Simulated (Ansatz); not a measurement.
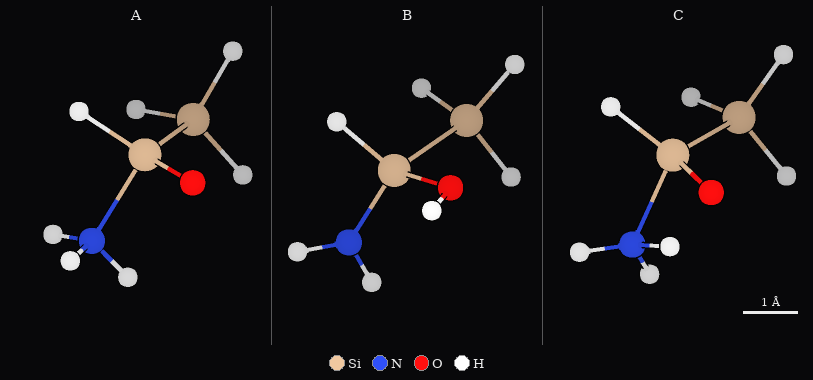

Three geometries of Si2NH7O: a saddle point and the two minima that it joins, in shuffled order. The picture is a ball-and-stick view, seen from a free direction. Sticks join atoms that are closer than about 1.2 times the sum of their covalent radii (a little more with hydrogen).

Stationary points at PBE0-D4/def2-TZVP, single-point energies with B2PLYP, CCSD(T), wB97X-V (def2-TZVPP where no basis is named; Ansatz 0.2.0). The energies are electronic, without zero-point or thermal terms, and both ends are the minima reached downhill from the saddle, with any fragments still in contact.

Question: Which frame is the transition state, what reaction does it lead through, and what barrier is to be expected?

Answer: Frame C is the saddle point. From B over the saddle to A, a bond forms: H–N (3.11 → 1.21 → 1.02 Å). A bond breaks: H–O (0.96 → 1.41 → 2.85 Å). Bonds that stay but change much: N–Si (1.71 → 1.88 → 1.98 Å). The saddle has one imaginary mode, 1313i cm⁻¹. With B2PLYP the barrier is 1.75 eV from B and 0.47 eV from A, and A lies 1.28 eV above B.

```tsv
level	barrier from B (eV)	barrier from A (eV)	A less B (eV)
B2PLYP	1.75	0.47	1.28
CCSD(T)	1.79	0.48	1.31
wB97X-V	1.81	0.45	1.36
```
